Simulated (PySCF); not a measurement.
SMILES C=CCc1ccccc1 at its GFN2-xTB optimised geometry (Å):

```
19

C     -2.9706    -2.3953    -1.9910
C     -1.7633    -2.2851    -1.4713
C     -1.4830    -1.9225    -0.0427
C     -0.7113    -0.6297     0.0000
C     -1.3817     0.5865    -0.0088
C     -0.6794     1.7781    -0.0075
C      0.7051     1.7684    -0.0029
C      1.3821     0.5611     0.0000
C      0.6773    -0.6297     0.0000
H     -3.8595    -2.2454    -1.3997
H     -3.1259    -2.6470    -3.0264
H     -0.8849    -2.4346    -2.0859
H     -0.8918    -2.7173     0.4202
H     -2.4225    -1.8203     0.5031
H     -2.4624     0.5972    -0.0160
H     -1.2135     2.7173    -0.0109
H      1.2544     2.6985    -0.0017
H      2.4624     0.5466     0.0031
H      1.2114    -1.5698     0.0041
```

Calculation: B3LYP/def2-SVP (PySCF 2.14.0). Cells within 0.4 Å of a nucleus heavier than hydrogen are left out (blank, or x).

Map of the log10 of the electron density (e/bohr³), floored at −4 on the plane z = 0.0 Å:

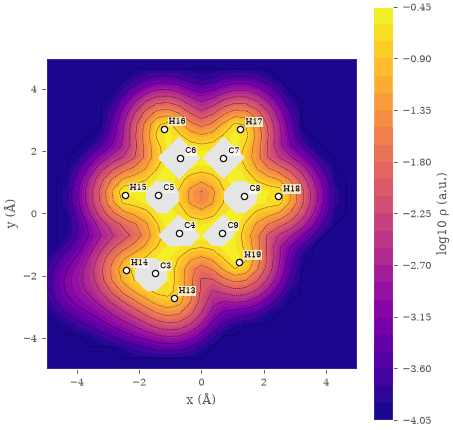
Figure. Log10 of the electron density (e/bohr³), floored at −4 on the plane z = 0.0 Å.
